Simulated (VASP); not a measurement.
Band structure of CdZn3Se4 (ordered alloy cell). Computed with PBEsol GGA, VASP's PBE PAW potentials (set 64) (plane waves; VASP).

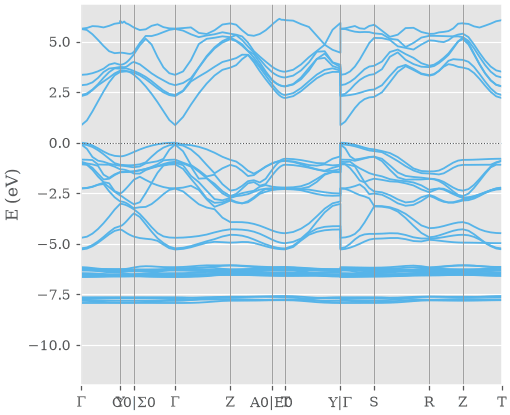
*Bands along high-symmetry lines, zero at the valence-band maximum or, without a gap, the Fermi level*

### Question
Read the plot: is there a gap, and where are the band edges?

### Answer
The gap is direct, 0.87 eV, from the valence maximum at Γ to the conduction minimum at Γ. (Edges off the drawn lines would not show.)

The structure was generated: CdZn3Se4 was put into an ordered model structure (Amm2), which need not be its known phase. It was relaxed first.
